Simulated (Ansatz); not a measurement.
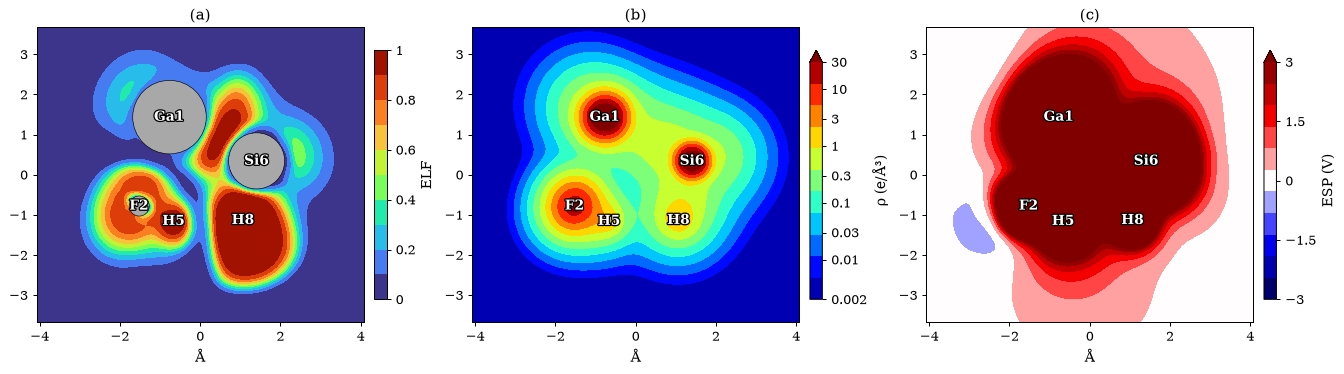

Figure 1: GaH5Si···HF. (a) ELF; (b) total electron density; (c) molecular electrostatic potential on the plane of atoms Ga1, Si6 and H8. Grey discs cover the atomic cores in the ELF map.

The product side of a reaction path; geometry: PBE0-D4/def2-TZVP.

These are results of RKS PBE0-D4/def2-TZVPP in Ansatz 0.2.0, not measurements.

```
atom    x (Å)    y (Å)    z (Å)
  Ga  -1.1656   0.1758  -0.7255
   F   0.7614  -0.6571  -1.7598
   H  -2.0794  -1.0740  -0.9664
   H  -1.3092   1.4774  -1.5859
   H   1.2913  -0.6291  -0.9842
  Si   0.2941   0.2065   1.2158
   H   0.6350   1.5374   1.7869
   H   1.6174  -0.3220   0.6854
   H  -0.0451  -0.7147   2.3338
```

Question: Read the bonding off the picture.

Answer:
- Atoms in the plane: Ga, F, H and Si.
- Ga1···F2 (2.34 Å): the density falls to about 0.2 e/Å³ on the way; the ELF is about 0.10 at the midpoint.
- Ga–Si (2.43 Å): ρ at the midpoint is about 0.53 e/Å³; the ELF peaks at about 0.95 between the atoms: a covalent bond.
- F–H (0.94 Å): the density is about 4.6 e/Å³ at the midpoint; the ELF climbs to about 1 towards the hydrogen, as it does in any bond to H (an ordinary covalent bond to hydrogen).
- The ELF also peaks beside F2, away from the bonds: lone-pair regions.
- Outside the dense part of the complex the potential is most negative (−0.4 V) near F2.
